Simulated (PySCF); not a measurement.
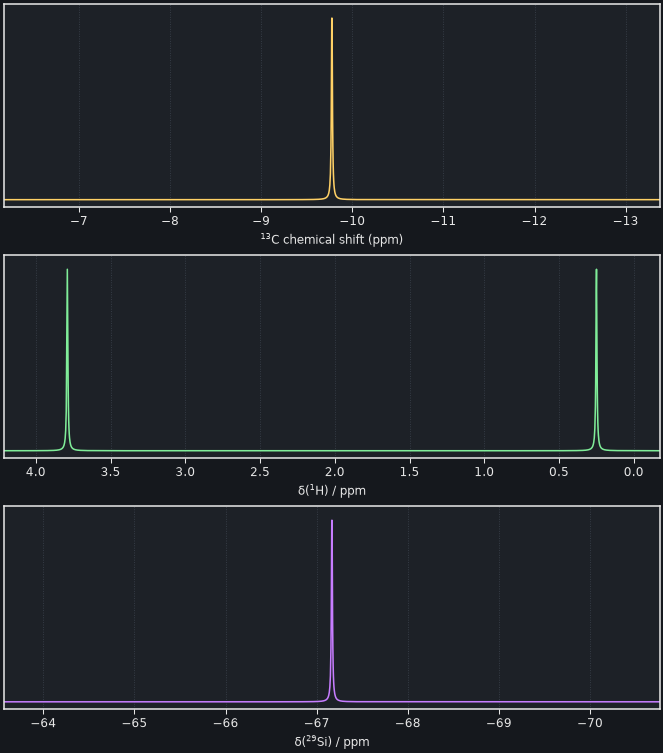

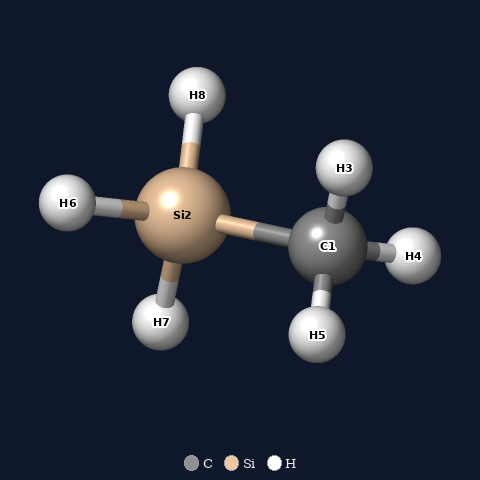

Spectrum and numbered structure of CH₆Si, SMILES C[SiH3]. GIAO shifts, ωB97X-D/pcSseg-1 (IEF-PCM chloroform) in PySCF 2.14.0, at a PBE0-D3(BJ)/def2-SVP geometry (no frequency check), against TMS for ¹³C, TMS for ¹H and TMS for ²⁹Si computed at the same level. fully decoupled, line heights follow the number of nuclei, widths are arbitrary (no quadrupolar broadening); values of one conformer, averaged over methyl-type rotors and exact or near symmetry.

> Where does the ¹³C line lie?

At −9.8 ppm (C1).

> Assign the ¹H signals to the numbered atoms.

| δ (ppm) | nuclei | atoms |
| --- | --- | --- |
| 3.79 | 3 | H6, H7, H8 |
| 0.25 | 3 | H3, H4, H5 |

> Where does the ²⁹Si line lie?

At −67.2 ppm (Si2).
